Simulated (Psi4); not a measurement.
# SiH2OF (SMILES O[SiH]F) at 3 levels

Aim: a comparison of 3 runs (UB3LYP/def2-TZVP, UBHLYP/def2-TZVP, UPBE0/def2-TZVP) of SiH2OF. 

Program for the calculation: Psi4 1.11.

1 further run of the same task is left out (it didn't finish).

### 1 Starting point

SiH2OF: 5 atoms, total charge 0, spin state doublet. As SMILES, `O[SiH]F`. The Si2–F3 distance was set to 3.527 Å, away from the relaxed value. At this shape a bond of the SMILES string is far longer than usual.

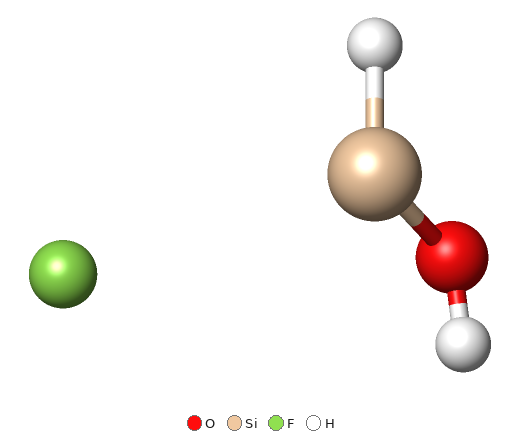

Viewed from a chosen angle; oxygen red, silicon light orange, fluorine green, hydrogen white.

### 2 The energy at UB3LYP/def2-TZVP (run 1)

The input, input.dat:

```
memory 1.6 GB

molecule system {
  0 2
  O     -0.522920    -2.565553     0.655136
  Si     0.376180    -1.435253     1.424536
  F      0.207000     1.646500    -0.283100
  H     -1.472220    -2.446053     0.593436
  H      1.781080    -1.923553     1.335836
  symmetry c1
}

set {
  basis                def2-TZVP
  reference            uks
  puream               true
  e_convergence        1e-09
  d_convergence        1e-08
  scf_type             pk
  dft_radial_points    99
  dft_spherical_points 590
  maxiter              200
}

e_tot, wfn = energy("b3lyp", return_wfn=True)
oeprop(wfn, "WIBERG_LOWDIN_INDICES", "DIPOLE", "MAYER_INDICES", title="B3LYP")
print_variables()
```

On the command line:

```console
$ psi4 input.dat output.dat -n 1
```

output.dat:

```text
[...]
  Running in c1 symmetry.
[...]
  Nuclear repulsion =   80.527542518984177
[...]
  Multiplicity = 2
[...]
  Nalpha       = 17
  Nbeta        = 16
[...]
    Number of basis functions: 111
[...]
   @UKS iter   1:  -465.34781178978233   -3.67772e-01   9.02160e-03 DIIS/ADIIS
[...]
   @UKS iter  57:  -465.76035451541179   -4.12683e-11   7.00240e-09 DIIS
[...]
   @S^2 Observed:                7.807408201E-01
[...]
    Orbital Energies [Eh]
    ---------------------
    Alpha Occupied:
       1A    -66.199038     2A    -24.629640     3A    -19.198870
       4A     -5.354396     5A     -3.716135     6A     -3.710672
       7A     -3.709113     8A     -1.088521     9A     -1.071387
      10A     -0.621340    11A     -0.481411    12A     -0.444423
      13A     -0.415851    14A     -0.406560    15A     -0.347322
      16A     -0.347211    17A     -0.277415
    Alpha Virtual:
      18A     -0.117348    19A     -0.034266    20A      0.037286
      21A      0.043702    22A      0.121804    23A      0.162372
      24A      0.163313    25A      0.193106    26A      0.206277
[...]
  @UKS Final Energy:  -465.76035451541179
   => Energetics <=
    Nuclear Repulsion Energy =             80.5275425189841769
    One-Electron Energy =                -805.6601570731464790
    Two-Electron Energy =                 292.1767762071069114
    DFT Exchange-Correlation Energy =     -32.8045161683564075
    Empirical Dispersion Energy =           0.0000000000000000
    VV10 Nonlocal Energy =                  0.0000000000000000
    Total Energy =                       -465.7603545154117910
[...]
 Multipole Moments:
 ------------------------------------------------------------------------------------
     Multipole            Electronic (a.u.)      Nuclear  (a.u.)        Total (a.u.)
 ------------------------------------------------------------------------------------
 L = 1.  Multiply by 2.5417464519 to convert [e a0] to [Debye]
 Dipole X            :         -0.3915853            0.0055330           -0.3860523
 Dipole Y            :          3.0953169           -4.8924039           -1.7970870
 Dipole Z            :         -0.4810705            1.4183963            0.9373257
 Magnitude           :                                                    2.0632832
[...]
```

Wall time 73 s (1 thread of Intel Xeon Platinum 8488C (Sapphire Rapids), shared host); peak memory 0.62 GiB.

### 3 Energy and gradient at UBHLYP/def2-TZVP (run 2)

The input, job.py:

```python
import psi4

psi4.set_memory('1600 MB')
psi4.set_num_threads(1)
psi4.core.set_output_file('psi4.out', False)

m = psi4.geometry("""
0 2
O     -0.522920    -2.565553     0.655136
Si     0.376180    -1.435253     1.424536
F      0.207000     1.646500    -0.283100
H     -1.472220    -2.446053     0.593436
H      1.781080    -1.923553     1.335836
units angstrom
symmetry c1
no_reorient
no_com
""")

psi4.set_options({
    'basis': 'def2-TZVP',
    'reference': 'uks',
    'puream': True,
    'e_convergence': 1e-09,
    'd_convergence': 1e-08,
    'scf_type': 'pk',
    'dft_radial_points': 99,
    'dft_spherical_points': 590,
    'maxiter': 200,
})

energy_value = psi4.gradient("BHHLYP")
print('gradient / Eh bohr^-1')
print(energy_value.np.round(6))
```

On the command line:

```console
$ python job.py
```

psi4.out:

```text
[...]
  Running in c1 symmetry.
[...]
  Nuclear repulsion =   80.527542518984163
[...]
  Multiplicity = 2
[...]
  Nalpha       = 17
  Nbeta        = 16
[...]
    Number of basis functions: 111
[...]
   @UKS iter   1:  -465.32322531182888   -6.53722e-01   7.78829e-03 DIIS/ADIIS
[...]
   @UKS iter  49:  -465.65636950880719   -3.63798e-11   8.35882e-09 DIIS
[...]
   @S^2 Observed:                8.071139624E-01
[...]
    Orbital Energies [Eh]
    ---------------------
    Alpha Occupied:
       1A    -67.184178     2A    -25.357832     3A    -19.718422
       4A     -5.645445     5A     -3.910463     6A     -3.906718
       7A     -3.904884     8A     -1.353068     9A     -1.174994
      10A     -0.669629    11A     -0.619299    12A     -0.533404
      13A     -0.533305    14A     -0.520088    15A     -0.483337
      16A     -0.457511    17A     -0.287059
    Alpha Virtual:
      18A     -0.050297    19A      0.024175    20A      0.098290
      21A      0.101631    22A      0.176003    23A      0.221882
      24A      0.236679    25A      0.244996    26A      0.278693
[...]
  @UKS Final Energy:  -465.65636950880719
   => Energetics <=
    Nuclear Repulsion Energy =             80.5275425189841627
    One-Electron Energy =                -805.6876188000410366
    Two-Electron Energy =                 280.4356010882624446
    DFT Exchange-Correlation Energy =     -20.9318943160128121
    Empirical Dispersion Energy =           0.0000000000000000
    VV10 Nonlocal Energy =                  0.0000000000000000
    Total Energy =                       -465.6563695088071881
[...]
 Multipole Moments:
 ------------------------------------------------------------------------------------
     Multipole            Electronic (a.u.)      Nuclear  (a.u.)        Total (a.u.)
 ------------------------------------------------------------------------------------
 L = 1.  Multiply by 2.5417464519 to convert [e a0] to [Debye]
 Dipole X            :         -6.5530395            6.1510963           -0.4019432
 Dipole Y            :         56.3632777          -57.0112835           -0.6480059
 Dipole Z            :        -46.1039213           46.4229440            0.3190227
 Magnitude           :                                                    0.8265866
[...]
  -Total Gradient:
     Atom            X                  Y                   Z
    ------   -----------------  -----------------  -----------------
       1       -0.004387046156     0.002677054345    -0.000607009975
       2        0.015592916017    -0.018419482323     0.000974294145
       3        0.000000272073     0.006163772214    -0.003898943004
       4       -0.009014507168    -0.001572518676    -0.001509299427
       5       -0.002193802804     0.011155914684     0.005033375531
[...]
```

Standard output:

```text
gradient / Eh bohr^-1
[[-0.004387  0.002677 -0.000607]
 [ 0.015593 -0.018419  0.000974]
 [ 0.        0.006164 -0.003899]
 [-0.009015 -0.001573 -0.001509]
 [-0.002194  0.011156  0.005033]]
```

It took 63 s on 1 thread of Intel Xeon Platinum 8488C (Sapphire Rapids), shared host; peak memory 0.62 GiB.

### 4 Energy and gradient at UPBE0/def2-TZVP (run 3)

The input, calc.dat:

```
memory 1600 MB

molecule molecule1 {
  0 2
  O
  Si 1 1.63644
  F 2 3.5273 1 110.45623
  H 1 0.958779 2 119.21977 3 -64.0248
  H 2 1.489983 1 105.2898 4 -179.93331
  symmetry c1
  no_reorient
  no_com
}

set reference uks
set puream true
set e_convergence 1e-09
set d_convergence 1e-08
set scf_type pk
set dft_radial_points 99
set dft_spherical_points 590
set maxiter 200

e, wfn = gradient("pbe0/def2-TZVP", return_wfn=True)
oeprop(wfn, "DIPOLE", "WIBERG_LOWDIN_INDICES", "MULLIKEN_CHARGES")
print_variables()
```

On the command line:

```console
$ psi4 calc.dat calc.out -n 1
```

calc.out, cut to the lines that bear on the results:

```text
[...]
  Running in c1 symmetry.
[...]
  Nuclear repulsion =   80.527536577885442
[...]
  Multiplicity = 2
[...]
  Nalpha       = 17
  Nbeta        = 16
[...]
    Number of basis functions: 111
[...]
   @UKS iter   1:  -465.05367311793248   -4.32053e-01   8.45393e-03 ADIIS/DIIS
[...]
   @UKS iter  48:  -465.42910452716529   -2.59774e-11   3.98979e-09 DIIS
[...]
   @S^2 Observed:                8.057827245E-01
[...]
  @UKS Final Energy:  -465.42910452716529
   => Energetics <=
    Nuclear Repulsion Energy =             80.5275365778854422
    One-Electron Energy =                -805.6259616317499876
    Two-Electron Energy =                 290.1761674921420422
    DFT Exchange-Correlation Energy =     -30.5068469654428363
    Empirical Dispersion Energy =           0.0000000000000000
    VV10 Nonlocal Energy =                  0.0000000000000000
    Total Energy =                       -465.4291045271652933
[...]
  -Total Gradient:
     Atom            X                  Y                   Z
    ------   -----------------  -----------------  -----------------
       1        0.009262448555    -0.005993755269    -0.005252062434
       2       -0.016373616397     0.020274008224    -0.003105497783
       3       -0.000436222529    -0.011145838853     0.004218977645
       4       -0.001956943304     0.001980292440    -0.001218569559
       5        0.009502672380    -0.005128842329     0.005355591298
[...]
 Multipole Moments:
 ------------------------------------------------------------------------------------
     Multipole            Electronic (a.u.)      Nuclear  (a.u.)        Total (a.u.)
 ------------------------------------------------------------------------------------
 L = 1.  Multiply by 2.5417464519 to convert [e a0] to [Debye]
 Dipole X            :          0.8257656           -0.4987084            0.3270572
 Dipole Y            :         -2.7320000            4.2846842            1.5526842
 Dipole Z            :          1.7647956           -2.7092936           -0.9444980
 Magnitude           :                                                    1.8465836
[...]
  Mulliken Charges: (a.u.)
   Center  Symbol    Alpha    Beta     Spin     Total
       1     O     4.23395  4.20600  0.02796 -0.43995
       2    SI     6.92172  6.71716  0.20457  0.36112
       3     F     4.99334  4.28711  0.70623 -0.28045
[...]
```

Wall time 67 s (1 thread of Intel Xeon Platinum 8488C (Sapphire Rapids), shared host); peak memory 0.62 GiB.

### 5 All runs side by side

| run | level | task | energy (Eh) | dipole moment (D) | HOMO energy (eV) | LUMO energy (eV) | wall time |
| --- | --- | --- | --- | --- | --- | --- | --- |
| 1 | UB3LYP/def2-TZVP | energy | -465.760355 | 5.24 | -6.97 | -5.45 | 73 s |
| 2 | UBHLYP/def2-TZVP | gradient | -465.656370 | 2.10 | -7.45 | -3.97 | 63 s |
| 3 | UPBE0/def2-TZVP | gradient | -465.429105 | 4.69 | -6.97 | -5.13 | 67 s |

### 6 Results

| quantity | value |
| --- | --- |
| run 3: total energy | -465.42910 Eh |
| run 3: dipole moment | 4.69 D |
| run 3: HOMO energy (highest over α and β) | -6.97 eV |
| run 3: LUMO energy (lowest over α and β) | -5.13 eV |
| run 3: ⟨S²⟩ | 0.806 |
| run 3: largest force on an atom | 1.350 eV/Å |

The dipole moment (its size) runs from 2.10 D (UBHLYP/def2-TZVP) to 5.24 D (UB3LYP/def2-TZVP). Totals of different functionals can't be ranked against each other. All runs together took 3.4 min, the longest 73 s.
